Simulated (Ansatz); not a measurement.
Run report: CH3Cl2Si, saddle-point search (part 1 of 2)

System: CH3Cl2Si, multiplicity 2, SMILES [CH2][SiH](Cl)Cl.
Method: HF/6-31G, UHF (Ansatz 0.2.0).

The run did not end well. The atoms were displaced at random from an optimised geometry.

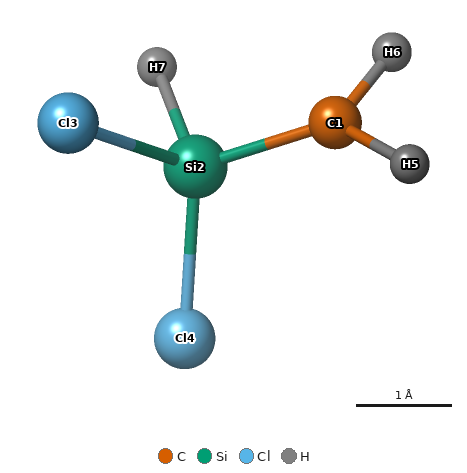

Figure 1. The structure as given in the input (ball-and-stick view, seen at a tilt; atoms are numbered from 1 in the order of the input). Bond lengths as drawn: Cl–Si 1.86 to 2.04 Å, C–H 1.11 to 1.32 Å, C–Si 1.70 Å and H–Si 1.63 Å.

**Outcome**

```tsv
quantity	value
outcome	not converged
hardware	1 thread of AMD EPYC (Zen 3), 128 GiB of memory available, shared host
wall time	6.2 min
peak memory	0.15 GiB
```

**Diagnosis**

The run did not converge: “the saddle search did not converge after 50 steps: max|allowed force component| = 9.03e-1 eV/Å (threshold 5.0e-2). At the last step the curvature along the mode is +1.531 eV/Å² (extrapolated from the last rotation, not read by a force call), not resolved as negative, so the search is still climbing. That curvature's residual is 3.12e0 eV/Å² …” Its last values are not results.

**The input**
```yaml
crystal:
  periodic: [false, false, false]
  atoms:
    - symbol: C
      position_ang: [-0.610091, 0.742648, 0.068488]
    - symbol: Si
      position_ang: [0.402710, -0.623079, 0.031111]
    - symbol: Cl
      position_ang: [1.563449, -0.234055, -1.599837]
    - symbol: Cl
      position_ang: [-0.493844, -2.232397, -0.209510]
    - symbol: H
      position_ang: [-1.617936, 1.216291, -0.633373]
    - symbol: H
      position_ang: [-0.593132, 1.318574, 1.020850]
    - symbol: H
      position_ang: [1.483253, -0.558399, 1.254625]
basis:
  gaussian:
    orbitals: 6-31G
magnetization:
  spin_polarized: true
  initial_magnetization: 1
hamiltonian:
  xc: hf
saddle:
  max_steps: 50
  seed: 79
```

Run as:
```bash
ansatz run in.yaml --threads 1 --pin off --max-ram 2610MiB --events-out events.jsonl --progress --plain --runs-dir runs
```

**Log**
```
Functional definition: HF
  name "HF"
  exchange = exact_x
  correlation = 0
687 factors; integrals over basis functions are off by at most 2.4e-4 eV
mean field evaluation 1: about -33940.3036 eV, gradient 1.3e1 eV
mean field evaluation 2: about -33940.3090 eV, gradient 1.3e1 eV
mean field evaluation 4: about -33941.7241 eV, gradient 1.3e0 eV
mean field evaluation 8: about -33941.7634 eV, gradient 2.0e-3 eV
mean field -33941.76351149 eV, -1247.3368024937 hartree, gradient 3.1e-5 eV, S^2 0.770561; 0 other end points of the search recorded, 0 dependent functions left out
the calculation of the forces begins
reference -33941.76351149 eV, -1247.3368024937 hartree; 29, 28 occupied and 25, 26 virtual orbitals, 687 factors
saddle search: the rotation starts from a random direction (saddle.seed = 79)
these checks for a lower state are left out or cut short: stability, starts, cluster_reference, orbital_swaps, neighbouring_geometries, increment
687 factors; integrals over basis functions are off by at most 2.4e-4 eV
mean field evaluation 16: about -33941.7350 eV, gradient 3.8e-5 eV
mean field -33941.73504206 eV, -1247.3357562613 hartree, gradient 2.2e-6 eV, S^2 0.770917; 0 other end points of the search recorded, 0 dependent functions left out
[... from here on the field's lines of each further geometry are left out, up to the last ...]
saddle step  47: F+E_penalty+E_count = -33943.51836072 eV  max|allowed force component| = 8.879e-1 eV/Å  curvature = +1.5359 eV/Å²  mode residual = 3.30e0 eV/Å²  Δτ_max = 0.1355 Å  (1 rotations, 4 force calls, 102 SCF iters)  cluster: 3 rotations left out, max|force component along them| = 6.378e-7 eV/Å
saddle step  48: F+E_penalty+E_count = -33943.55735643 eV  max|allowed force component| = 8.793e-1 eV/Å  curvature = +1.5391 eV/Å²  mode residual = 3.05e0 eV/Å²  Δτ_max = 0.1406 Å  (1 rotations, 4 force calls, 99 SCF iters)  cluster: 3 rotations left out, max|force component along them| = 6.043e-7 eV/Å
saddle step  49: F+E_penalty+E_count = -33943.61744976 eV  max|allowed force component| = 9.008e-1 eV/Å  curvature = +1.5508 eV/Å²  mode residual = 3.53e0 eV/Å²  Δτ_max = 0.1457 Å  (1 rotations, 4 force calls, 99 SCF iters)  cluster: 3 rotations left out, max|force component along them| = 6.591e-7 eV/Å
the calculation of the forces begins
reference -33943.69195617 eV, -1247.4076715285 hartree; 29, 28 occupied and 25, 26 virtual orbitals, 687 factors
these checks for a lower state are left out or cut short: stability, starts, cluster_reference, orbital_swaps, neighbouring_geometries, increment
687 factors; integrals over basis functions are off by at most 2.0e-4 eV
mean field -33943.69747805 eV, -1247.4078744537 hartree, gradient 1.7e-6 eV, S^2 0.762857; 0 other end points of the search recorded, 0 dependent functions left out
the calculation of the forces begins
reference -33943.69747805 eV, -1247.4078744537 hartree; 29, 28 occupied and 25, 26 virtual orbitals, 687 factors
saddle step  50: F+E_penalty+E_count = -33943.68679474 eV  max|allowed force component| = 9.029e-1 eV/Å  curvature = +1.5311 eV/Å²  mode residual = 3.12e0 eV/Å²  Δτ_max = 0.1438 Å  (1 rotations, 4 force calls, 98 SCF iters)  cluster: 3 rotations left out, max|force component along them| = 6.275e-7 eV/Å
```

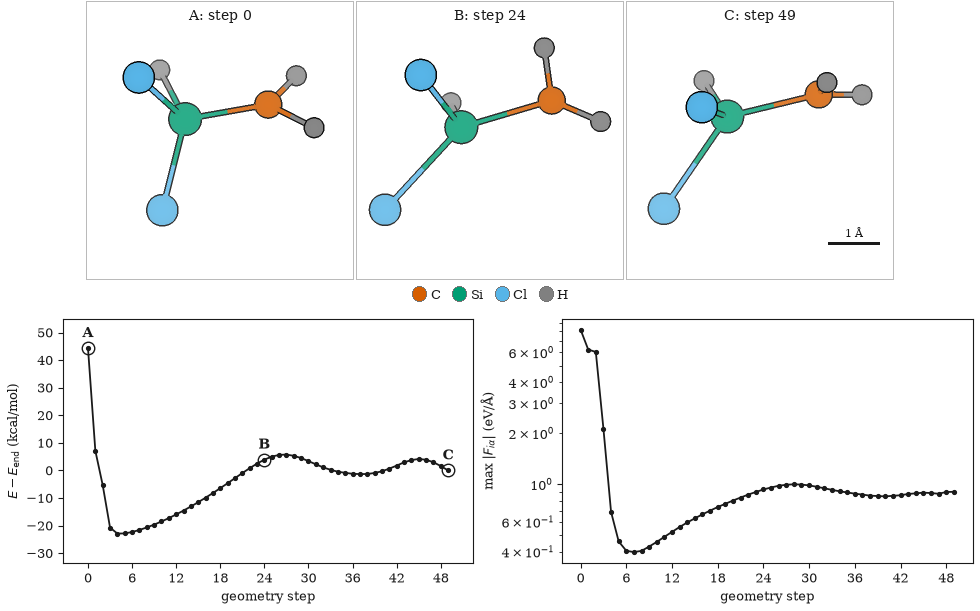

Figure 2. Frames of the saddle-point search (ball-and-stick view, seen at a tilt) above the curves, on which the letters mark them (steps are counted from 0).

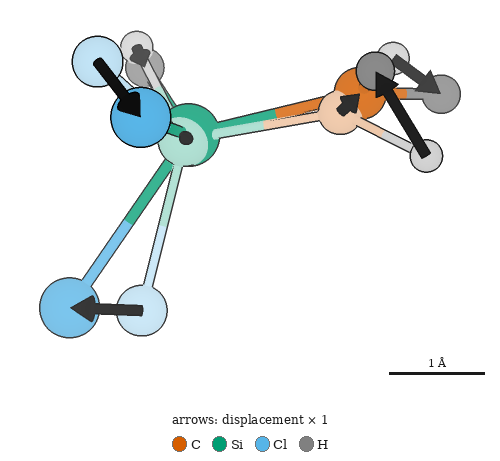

Figure 3. Start (faint) and end (solid) with the displacements as black arrows, at true length (ball-and-stick view, seen at a tilt). The two geometries are laid on each other by the best rigid fit. The relaxation stopped without meeting its thresholds, so the last structure isn't shown to be converged. The energy falls by 44.4 kcal/mol in 49 geometry steps. Largest force component: 8.2 eV/Å at the start, 0.9 eV/Å at the end. The largest move after the best rigid fit is that of H5, 1.05 Å. By element the largest moves are H 1.05 Å, Cl 0.86 Å, C 0.30 Å, Si 0.13 Å. Among the contacts that change: Si2–Cl4 1.858 → 2.220 Å, C1–H5 1.316 → 1.083 Å, Si2–Cl3 2.039 → 2.238 Å, C1–Si2 1.701 → 1.895 Å. Among the angles that change: Cl3–Si2–H7 102.4° → 133.9°, Si2–C1–H5 137.2° → 112.1°, C1–Si2–Cl4 114.3° → 138.4°. (Atoms are counted from 1 in the order of the input.)

```
Error: the saddle search did not converge after 50 steps: max|allowed force component| = 9.03e-1 eV/Å (threshold 5.0e-2). At the last step the curvature along the mode is +1.531 eV/Å² (extrapolated from the last rotation, not read by a force call), not resolved as negative, so the search is still climbing. That curvature's residual is 3.12e0 eV/Å². Where the curvature misses the negative of `saddle.curvature_tol` by less than that, a larger `saddle.rotation.max_rotations` or a tighter `saddle.rotation.residual_tol` may find a negative one. To go on, start nearer the saddle, give a better `saddle.mode_guess`, or set a larger `saddle.max_steps` (a set value also replaces the default of 250 for a search that goes on from a second negative curvature), or search again from the last step's geometry and mode. From 47 of its steps before the last this search moved with no negative curvature along its mode to follow. A search started from a geometry of this one does not count those moves and, where it converges, warns only of its own. With `saddle.order_check` unset, a search from the last step can check the order less strictly than this one. `saddle.order_check: true` asks for the full check and warns where it cannot tell. Where this run's directory can be resumed (`checkpoint.write`), a resume goes on for up to `saddle.max_steps` more
F+E_penalty+E_count at the last step = -33943.68679474 eV
to start another search from the last step: its geometry and its mode (saddle.mode_guess, Cartesian), with saddle.order_check: true (the message says why):
  atoms:
    - { symbol: C, position_ang: [-0.69021040, 0.97960952, -0.09079430] }
    - { symbol: Si, position_ang: [0.17567639, -0.67737861, 0.22057946] }
    - { symbol: Cl, position_ang: [2.14339365, 0.22307398, -0.35180800] }
    - { symbol: Cl, position_ang: [0.60476954, -2.55686232, -0.87927745] }
    - { symbol: H, position_ang: [0.00977023, 1.76051268, -0.36162547] }
    - { symbol: H, position_ang: [-1.75240591, 1.20578077, -0.07983556] }
    - { symbol: H, position_ang: [-0.35658451, -1.30515302, 1.47511533] }
  mode_guess:
    - [-0.06566564, -0.12710508, -0.10349343]
    - [0.12546798, 0.04466563, -0.05225919]
    - [0.20411143, -0.10952655, 0.27050601]
    - [-0.47518198, 0.06307508, -0.14403779]
    - [-0.18541144, 0.05000980, 0.29420595]
    - [-0.08768343, -0.12577007, -0.36960570]
    - [0.48436308, 0.20465118, 0.10468416]
  order_check: true
```

**Trajectory as extended XYZ (Å, eV, eV/Å), 50 frames, from step=1 to step=50**
```
7
Properties=species:S:1:pos:R:3:forces:R:3 step=1 energy=-33941.76351
C    -0.6101    0.7426    0.0685   -7.0237   6.7274   0.3490
Si    0.4027   -0.6231    0.0311    6.9585   4.0570   3.5310
Cl    1.5634   -0.2341   -1.5998    2.1980   0.3014  -2.7295
Cl   -0.4938   -2.2324   -0.2095   -4.2928  -8.1832  -0.7945
H    -1.6179    1.2163   -0.6334    3.9137  -2.2252   2.1085
H    -0.5931    1.3186    1.0209   -0.0212  -0.2789  -1.0487
H     1.4833   -0.5584    1.2546   -1.7324  -0.3985  -1.4159
7
Properties=species:S:1:pos:R:3:forces:R:3 step=2 energy=-33943.37721
C    -0.6475    0.7963    0.1160   -3.9393   3.5393   0.1989
Si    0.4027   -0.5820    0.0154    5.3529   3.2935   2.9536
Cl    1.5698   -0.2171   -1.6504    1.5550   0.2309  -2.0205
Cl   -0.5086   -2.2404   -0.2018   -3.3193  -6.2436  -0.6075
H    -1.4807    1.0722   -0.6134    1.6783  -0.5358   1.2970
H    -0.6155    1.3800    1.0411   -0.1902  -0.0389  -0.6928
H     1.4144   -0.5795    1.2254   -1.1375  -0.2454  -1.1287
7
Properties=species:S:1:pos:R:3:forces:R:3 step=3 energy=-33943.91591
C    -0.7158    0.8214    0.1476    4.4755  -0.9738   5.5326
Si    0.4532   -0.5632    0.0021    1.1138   1.8303   0.7400
Cl    1.6353   -0.2389   -1.7412    0.5420   0.0873  -0.6058
Cl   -0.4513   -2.3720   -0.1790   -1.3577  -2.5230  -0.3039
H    -1.3707    1.1116   -0.4511   -5.7301   1.8606  -6.0387
H    -0.7252    1.5100    0.9712    0.6070  -0.2826   0.5575
H     1.3090   -0.6393    1.1828    0.3495   0.0012   0.1184
7
Properties=species:S:1:pos:R:3:forces:R:3 step=4 energy=-33944.58492
C    -0.7482    0.8610    0.1562    1.2989  -0.0056   2.1272
Si    0.4272   -0.5489    0.0225    0.7206   0.9022   0.2970
Cl    1.6297   -0.2300   -1.7284    0.3848   0.0789  -0.4095
Cl   -0.4353   -2.4332   -0.1921   -0.8144  -1.3579  -0.1379
H    -1.4400    1.1134   -0.5636   -1.3369   0.5784  -1.2267
H    -0.6059    1.4890    1.0436   -0.4217  -0.1957  -0.7216
H     1.3068   -0.6218    1.1942    0.1687  -0.0002   0.0715
7
Properties=species:S:1:pos:R:3:forces:R:3 step=5 energy=-33944.67866
C    -0.7414    0.8614    0.1848   -0.2160   0.3258   0.2452
Si    0.4285   -0.5666    0.0260    0.4810   0.6873   0.2726
Cl    1.6382   -0.2420   -1.7328    0.2280   0.0727  -0.2436
Cl   -0.4103   -2.4962   -0.2107   -0.5623  -0.6658  -0.0525
H    -1.4619    1.1651   -0.5442   -0.1154  -0.1860  -0.2651
H    -0.6337    1.5451    1.0130    0.0604  -0.1848   0.0171
H     1.3148   -0.6372    1.1963    0.1243  -0.0492   0.0262
7
Properties=species:S:1:pos:R:3:forces:R:3 step=6 energy=-33944.67686
C    -0.7591    0.8776    0.1897    0.0023  -0.0310   0.0901
Si    0.4126   -0.5631    0.0361    0.3364   0.3897   0.1199
Cl    1.6203   -0.2310   -1.7306    0.1942   0.0838  -0.1629
Cl   -0.3800   -2.5348   -0.2204   -0.4601  -0.2870   0.0048
H    -1.4692    1.1696   -0.5620   -0.0021  -0.0860   0.0512
H    -0.5875    1.5577    1.0113   -0.1748  -0.0673  -0.1177
H     1.2974   -0.6465    1.2082    0.1040  -0.0022   0.0146
7
Properties=species:S:1:pos:R:3:forces:R:3 step=7 energy=-33944.65431
C    -0.7636    0.8773    0.1953   -0.0677   0.0211  -0.0084
Si    0.4046   -0.5727    0.0401    0.2389   0.2920   0.0669
Cl    1.6089   -0.2249   -1.7312    0.1702   0.0761  -0.0985
Cl   -0.3497   -2.5742   -0.2309   -0.4052  -0.0316   0.0407
H    -1.4733    1.1948   -0.5467    0.0028  -0.2387  -0.0386
H    -0.5727    1.5852    0.9859   -0.0515  -0.1195   0.0464
H     1.2801   -0.6558    1.2199    0.1124   0.0006  -0.0085
7
Properties=species:S:1:pos:R:3:forces:R:3 step=8 energy=-33944.62196
C    -0.7729    0.8839    0.1980    0.1083  -0.1188   0.0530
Si    0.3898   -0.5769    0.0450    0.1899   0.1892   0.0161
Cl    1.5903   -0.2117   -1.7287    0.1766   0.0749  -0.0652
Cl   -0.3179   -2.6047   -0.2396   -0.3979   0.1259   0.0636
H    -1.4773    1.2012   -0.5471   -0.0499  -0.1703  -0.0128
H    -0.5310    1.5987    0.9713   -0.1624  -0.1155  -0.0363
H     1.2534   -0.6610    1.2334    0.1354   0.0147  -0.0184
7
Properties=species:S:1:pos:R:3:forces:R:3 step=9 energy=-33944.58257
C    -0.7770    0.8843    0.2017    0.0441  -0.0720  -0.0268
Si    0.3778   -0.5860    0.0487    0.1690   0.1467  -0.0054
Cl    1.5749   -0.2005   -1.7251    0.1861   0.0682  -0.0428
Cl   -0.2861   -2.6350   -0.2487   -0.4046   0.2458   0.0805
H    -1.4838    1.2176   -0.5364   -0.0229  -0.2639  -0.0067
H    -0.5003    1.6169    0.9459   -0.1280  -0.1406   0.0329
H     1.2289   -0.6677    1.2463    0.1564   0.0158  -0.0316
7
Properties=species:S:1:pos:R:3:forces:R:3 step=10 energy=-33944.53817
C    -0.7830    0.8885    0.2038    0.1331  -0.1704  -0.0111
Si    0.3634   -0.5928    0.0527    0.1485   0.1157  -0.0259
Cl    1.5570   -0.1858   -1.7202    0.2085   0.0633  -0.0307
Cl   -0.2537   -2.6601   -0.2570   -0.4290   0.3197   0.0892
H    -1.4915    1.2253   -0.5294   -0.0621  -0.2402  -0.0100
H    -0.4574    1.6278    0.9219   -0.1846  -0.1122   0.0282
H     1.1997   -0.6734    1.2606    0.1857   0.0240  -0.0396
7
Properties=species:S:1:pos:R:3:forces:R:3 step=11 energy=-33944.48898
C    -0.7861    0.8892    0.2065    0.0726  -0.1089  -0.0661
Si    0.3499   -0.6014    0.0563    0.1609   0.0882  -0.0310
Cl    1.5411   -0.1716   -1.7143    0.2303   0.0554  -0.0218
Cl   -0.2216   -2.6844   -0.2658   -0.4570   0.3819   0.0954
H    -1.5017    1.2369   -0.5172   -0.0281  -0.3089   0.0250
H    -0.4182    1.6408    0.8920   -0.1891  -0.1332   0.0518
H     1.1711   -0.6799    1.2748    0.2104   0.0255  -0.0532
7
Properties=species:S:1:pos:R:3:forces:R:3 step=12 energy=-33944.43560
C    -0.7904    0.8927    0.2077    0.1727  -0.1672  -0.0032
Si    0.3359   -0.6089    0.0603    0.1481   0.0821  -0.0445
Cl    1.5248   -0.1560   -1.7070    0.2584   0.0486  -0.0170
Cl   -0.1896   -2.7056   -0.2746   -0.4896   0.4242   0.0989
H    -1.5133    1.2438   -0.5041   -0.0883  -0.2897  -0.0153
H    -0.3734    1.6499    0.8604   -0.2411  -0.1295   0.0397
H     1.1404   -0.6864    1.2897    0.2397   0.0315  -0.0587
7
Properties=species:S:1:pos:R:3:forces:R:3 step=13 energy=-33944.37806
C    -0.7922    0.8949    0.2105    0.1130  -0.1362  -0.0705
Si    0.3222   -0.6174    0.0642    0.1655   0.0733  -0.0410
Cl    1.5104   -0.1410   -1.6987    0.2831   0.0404  -0.0132
Cl   -0.1579   -2.7263   -0.2843   -0.5234   0.4665   0.1026
H    -1.5274    1.2528   -0.4879   -0.0518  -0.3439   0.0273
H    -0.3309    1.6601    0.8241   -0.2508  -0.1307   0.0649
H     1.1102   -0.6935    1.3044    0.2643   0.0307  -0.0701
7
Properties=species:S:1:pos:R:3:forces:R:3 step=14 energy=-33944.31725
C    -0.7944    0.8990    0.2113    0.1718  -0.2117  -0.0467
Si    0.3089   -0.6246    0.0687    0.1560   0.0753  -0.0502
Cl    1.4959   -0.1244   -1.6894    0.3149   0.0319  -0.0100
Cl   -0.1265   -2.7434   -0.2936   -0.5596   0.4869   0.1015
H    -1.5432    1.2590   -0.4689   -0.0962  -0.3335  -0.0027
H    -0.2847    1.6658    0.7837   -0.2802  -0.0880   0.0843
H     1.0784   -0.7019    1.3205    0.2931   0.0391  -0.0762
7
Properties=species:S:1:pos:R:3:forces:R:3 step=15 energy=-33944.25289
C    -0.7942    0.9013    0.2131    0.1058  -0.1510  -0.0988
Si    0.2958   -0.6324    0.0731    0.1812   0.0604  -0.0451
Cl    1.4833   -0.1082   -1.6790    0.3437   0.0211  -0.0069
Cl   -0.0956   -2.7597   -0.3038   -0.5950   0.5097   0.1009
H    -1.5612    1.2665   -0.4468   -0.0488  -0.3861   0.0439
H    -0.2401    1.6725    0.7391   -0.3047  -0.0948   0.0948
H     1.0464   -0.7105    1.3367    0.3179   0.0408  -0.0888
7
Properties=species:S:1:pos:R:3:forces:R:3 step=16 energy=-33944.18540
C    -0.7948    0.9059    0.2132    0.1977  -0.2039  -0.0451
Si    0.2833   -0.6395    0.0782    0.1711   0.0687  -0.0534
Cl    1.4716   -0.0915   -1.6676    0.3760   0.0100  -0.0030
Cl   -0.0652   -2.7735   -0.3143   -0.6297   0.5207   0.0991
H    -1.5799    1.2722   -0.4205   -0.1120  -0.3682  -0.0032
H    -0.1944    1.6762    0.6900   -0.3479  -0.0757   0.0997
H     1.0137   -0.7203    1.3534    0.3448   0.0483  -0.0941
7
Properties=species:S:1:pos:R:3:forces:R:3 step=17 energy=-33944.11449
C    -0.7927    0.9098    0.2147    0.1241  -0.1640  -0.1103
Si    0.2710   -0.6470    0.0830    0.1952   0.0666  -0.0461
Cl    1.4619   -0.0760   -1.6553    0.4045  -0.0033   0.0002
Cl   -0.0349   -2.7872   -0.3257   -0.6647   0.5386   0.0995
H    -1.6004    1.2797   -0.3914   -0.0596  -0.4157   0.0423
H    -0.1517    1.6807    0.6370   -0.3669  -0.0700   0.1195
H     0.9812   -0.7303    1.3700    0.3673   0.0478  -0.1052
7
Properties=species:S:1:pos:R:3:forces:R:3 step=18 energy=-33944.04117
C    -0.7910    0.9154    0.2137    0.1716  -0.2293  -0.0940
Si    0.2598   -0.6532    0.0886    0.1867   0.0739  -0.0532
Cl    1.4536   -0.0604   -1.6423    0.4379  -0.0169   0.0058
Cl   -0.0049   -2.7976   -0.3369   -0.6992   0.5393   0.0961
H    -1.6212    1.2866   -0.3570   -0.1051  -0.4082   0.0114
H    -0.1098    1.6811    0.5788   -0.3840  -0.0176   0.1451
H     0.9478   -0.7423    1.3875    0.3921   0.0588  -0.1111
```
